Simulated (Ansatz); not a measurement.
Base system: Pb in the fcc (Cu type) structure (space group Fm-3m, No. 225; a = 5.034 Å).

Structures relaxed with plane-wave PAW DFT at the PBE level (Ansatz, a first-principles code, 420 eV), no spin-orbit coupling.

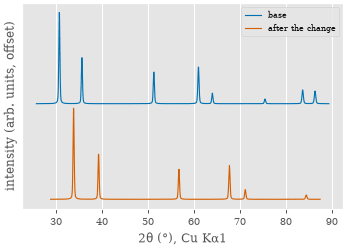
Figure. Simulated powder patterns before (top) and after one change

Q: Which of these changes matches the shifts?
A. pressure −2 GPa
B. pressure 30 GPa
C. pressure 9 GPa
D. pressure 22.5 GPa

A: D, pressure 22.5 GPa. Its volume per atom is 24.09 Å³ against 31.89 Å³, and its space group is Fm-3m (No. 225).

Load acts through the strain it causes; cell and atoms are relaxed under it. Stability against distortions was not tested. Measured, Pb leaves this structure (for hcp) near 14 GPa (room temperature; as listed in arXiv:1906.07825).
